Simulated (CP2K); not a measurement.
**C2HF3O2 (trifluoroacetic acid): PM6**

What is the energy change on altering one bond length of C2HF3O2 (trifluoroacetic acid) at PM6? Input form: an ASE script.

Program for the calculation: CP2K 2026.2.

1 further run of the same task is left out (set aside as unsound or not needed).

## Step 1: The system as given

C2HF3O2: 8 atoms, total charge 0, spin state singlet. As SMILES, `O=C(O)C(F)(F)F`. Geometry: relaxed at GFN2-xTB. This is one conformer, not always the lowest.

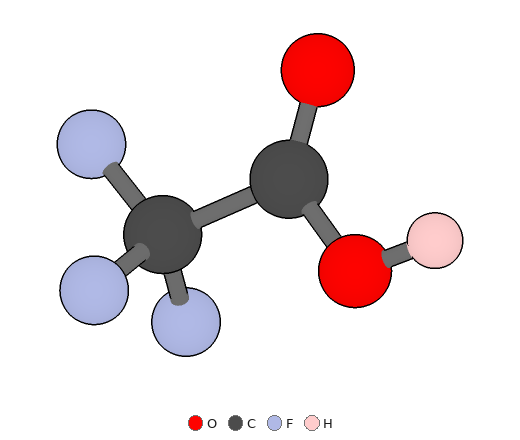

The structure, seen from a chosen angle (oxygen red, carbon dark grey, fluorine light blue, hydrogen pink).

## Step 2: Energy and forces at PM6

Input file molecule.xyz:

```xyz
8

O      1.722320    -0.318620     0.209600
C      0.532580    -0.356930     0.214640
O     -0.228650    -1.293700     0.740610
C     -0.368010     0.741380    -0.430980
F      0.361470     1.725630    -0.947290
F     -1.196750     1.275490     0.471380
F     -1.117830     0.229130    -1.412310
H      0.294870    -2.002390     1.154340
```

Input file cp2k_ase.py:

```python
import numpy as np
from ase.io import read
from ase.calculators.cp2k import CP2K

atoms = read("molecule.xyz")
atoms.set_cell([12.9, 13.7, 12.6])
atoms.center()
cp2k_input = """
&FORCE_EVAL
    METHOD QS
    &DFT
        ! Quickstep
        &QS
            METHOD PM6
            EPS_DEFAULT 1.0E-10
            &SE
                &COULOMB
                    CUTOFF [angstrom] 50
                    RC_RANGE [angstrom] 0
                &END COULOMB
                &EXCHANGE
                    CUTOFF [angstrom] 50
                    RC_RANGE [angstrom] 0
                &END EXCHANGE
            &END SE
        &END QS
        &POISSON
            PERIODIC NONE
            POISSON_SOLVER ANALYTIC
        &END POISSON
        &SCF
            SCF_GUESS ATOMIC
            EPS_SCF 1.0E-07
            MAX_SCF 150
            ADDED_MOS 2
            &DIAGONALIZATION
                ALGORITHM STANDARD
            &END DIAGONALIZATION
            &MIXING
                METHOD DIRECT_P_MIXING
                ALPHA 0.4
            &END MIXING
        &END SCF
        ! extra output
        &PRINT
            &MOMENTS
                PERIODIC F
                REFERENCE COM
                MAX_MOMENT 1
            &END MOMENTS
            &MO ON
                ENERGIES T
                OCCUPATION_NUMBERS T
                NDIGITS 6
                &EACH
                    QS_SCF 0
                &END EACH
                ADD_LAST NUMERIC
            &END MO
            &HIRSHFELD OFF
            &END HIRSHFELD
        &END PRINT
    &END DFT
    ! structure
    &SUBSYS
    &END SUBSYS
&END FORCE_EVAL
"""
calc = CP2K(command="cp2k.psmp -s", label="molecule", inp=cp2k_input, basis_set=None, basis_set_file=None, potential_file=None, pseudo_potential=None, xc=None, cutoff=None, max_scf=None, charge=None, uks=False,
            force_eval_method=None, print_level="LOW", poisson_solver=None, stress_tensor=False)
atoms.calc = calc
print("E / eV:", round(atoms.get_potential_energy(), 6))
forces = atoms.get_forces()
print(np.array2string(forces, precision=5, suppress_small=True))
print("largest force / (eV/A): %.4f" % np.linalg.norm(forces, axis=1).max())
```

Command:

```sh
OMP_NUM_THREADS=1 python cp2k_ase.py
```

The program printed:

```text
E / eV: -2255.345819
[[ 1.08369 -0.17518  0.11991]
 [ 0.11548  1.76775 -1.01783]
 [-1.13013 -0.75198  0.41814]
 [-0.03431 -0.63662  0.34555]
 [-0.27589  0.05478 -0.04117]
 [ 0.02865  0.13161 -0.38913]
 [ 0.01448  0.4076   0.1035 ]
 [ 0.19803 -0.79796  0.46101]]
largest force / (eV/A): 2.0431
```

molecule.out:

```text
CP2K| version string:                                       CP2K version 2026.2
 CP2K| Input file name                                              molecule.inp

[... 19 lines left out ...]
 *** WARNING in qs_kind_types.F:2264 :: Information provided in the input ***
[... 5 lines left out ...]
 *** WARNING in qs_kind_types.F:2264 :: Information provided in the input ***
[... 78 lines left out ...]
  *** SCF run converged in    20 steps ***
[... 9 lines left out ...]
  Heat of formation [kcal/mol]:                              -236.72312103294954
[... 14 lines left out ...]
 SE_DIPOLE| Moment [a.u.]           0.14286437       0.69411719      -0.39885082
[... 1 line left out ...]
 SE_DIPOLE| Derivative [a.u.]       0.00000000       0.00000000       0.00000000
[... 27 lines left out ...]
 -------------------------------------------------------------------------------
```

It took 1.9 s on 1 thread of Intel Xeon Platinum 8488C (Sapphire Rapids), shared host; peak memory 0.19 GiB.

## Step 3: The distorted shape

Input file molecule.xyz:

```xyz
8

O      1.649376    -0.417040     0.261228
C      0.459636    -0.455350     0.266268
O     -0.301594    -1.392120     0.792238
C     -0.440954     0.642960    -0.379352
F      0.361470     1.725630    -0.947290
F     -1.269694     1.177070     0.523008
F     -1.190774     0.130710    -1.360682
H      0.221926    -2.100810     1.205968
```

Input file cp2k_ase.py:

```python
import numpy as np
from ase.io import read
from ase.calculators.cp2k import CP2K

atoms = read("molecule.xyz")
atoms.set_cell([12.9, 13.8, 12.6])
atoms.center()
inp = """
&FORCE_EVAL
  METHOD QS
  &DFT
    &QS
      METHOD PM6
      EPS_DEFAULT 1.0E-10
      &SE
        &COULOMB
          CUTOFF [angstrom] 50
          RC_RANGE [angstrom] 0
        &END COULOMB
        &EXCHANGE
          CUTOFF [angstrom] 50
          RC_RANGE [angstrom] 0
        &END EXCHANGE
      &END SE
    &END QS
    &POISSON
      PERIODIC NONE
      POISSON_SOLVER ANALYTIC
    &END POISSON
    &SCF
      SCF_GUESS ATOMIC
      EPS_SCF 1.0E-07
      MAX_SCF 150
      ADDED_MOS 2
      &DIAGONALIZATION
        ALGORITHM STANDARD
      &END DIAGONALIZATION
      &MIXING
        METHOD DIRECT_P_MIXING
        ALPHA 0.4
      &END MIXING
    &END SCF
    &PRINT
      &MOMENTS
        PERIODIC F
        REFERENCE COM
        MAX_MOMENT 1
      &END MOMENTS
      &MO ON
        ENERGIES T
        OCCUPATION_NUMBERS T
        NDIGITS 6
        &EACH
          QS_SCF 0
        &END EACH
        ADD_LAST NUMERIC
      &END MO
      &HIRSHFELD OFF
      &END HIRSHFELD
    &END PRINT
  &END DFT
  &SUBSYS
  &END SUBSYS
&END FORCE_EVAL
"""
calc = CP2K(command="cp2k.psmp -s", label="job", inp=inp, basis_set=None, basis_set_file=None, potential_file=None, pseudo_potential=None, xc=None, cutoff=None, max_scf=None, charge=None, uks=False,
            force_eval_method=None, print_level="LOW", poisson_solver=None, stress_tensor=False)
atoms.calc = calc
e = atoms.get_potential_energy()
f = atoms.get_forces()
print(f"energy = {e:.6f} eV")
print("forces (eV/angstrom):")
for s, v in zip(atoms.get_chemical_symbols(), f):
    print(f"{s:2s} {v[0]:10.5f} {v[1]:10.5f} {v[2]:10.5f}")
```

Command:

```sh
OMP_NUM_THREADS=1 python cp2k_ase.py
```

The program printed:

```text
energy = -2254.991450 eV
forces (eV/angstrom):
O     1.07116   -0.20824    0.13761
C     0.22145    2.12834   -1.21529
O    -1.18763   -0.73426    0.40700
C     1.64320    1.90352   -0.99466
F    -2.75520   -3.24944    1.69129
F     0.41798    0.18806   -0.76430
F     0.38034    0.76892    0.27788
H     0.20871   -0.79690    0.46047
```

job.out:

```text
CP2K| version string:                                       CP2K version 2026.2
 CP2K| Input file name                                                   job.inp

[... 19 lines left out ...]
 *** WARNING in qs_kind_types.F:2264 :: Information provided in the input ***
[... 5 lines left out ...]
 *** WARNING in qs_kind_types.F:2264 :: Information provided in the input ***
[... 82 lines left out ...]
  *** SCF run converged in    24 steps ***
[... 9 lines left out ...]
  Heat of formation [kcal/mol]:                              -228.55117542174924
[... 14 lines left out ...]
 SE_DIPOLE| Moment [a.u.]           0.20863417       0.77973783      -0.44340812
[... 1 line left out ...]
 SE_DIPOLE| Derivative [a.u.]       0.00000000       0.00000000       0.00000000
[... 27 lines left out ...]
 -------------------------------------------------------------------------------
```

Wall time 1.9 s (1 thread of Intel Xeon Platinum 8488C (Sapphire Rapids), shared host); peak memory 0.19 GiB.

## Step 4: Results

At PM6:

| quantity | value |
| --- | --- |
| first shape: total energy | -82.88244 Eh |
| first shape: dipole moment | 2.07 D |
| first shape: HOMO energy | -12.16 eV |
| first shape: LUMO energy | -0.70 eV |
| first shape: HOMO–LUMO gap | 11.46 eV |
| first shape: heat of formation | -236.7 kcal/mol |
| distorted shape: total energy | -82.86941 Eh |
| distorted shape: dipole moment | 2.34 D |
| distorted shape: HOMO energy | -12.20 eV |
| distorted shape: LUMO energy | -0.73 eV |
| distorted shape: HOMO–LUMO gap | 11.47 eV |
| distorted shape: heat of formation | -228.6 kcal/mol |
| energy change with the C4–F5 bond stretched from 1.329 to 1.462 Å | 0.354 eV |

With the C4–F5 bond stretched from 1.329 to 1.462 Å the energy rises by 0.35 eV (8.2 kcal/mol). The first shape isn't relaxed at this level, so the change isn't measured from a minimum.
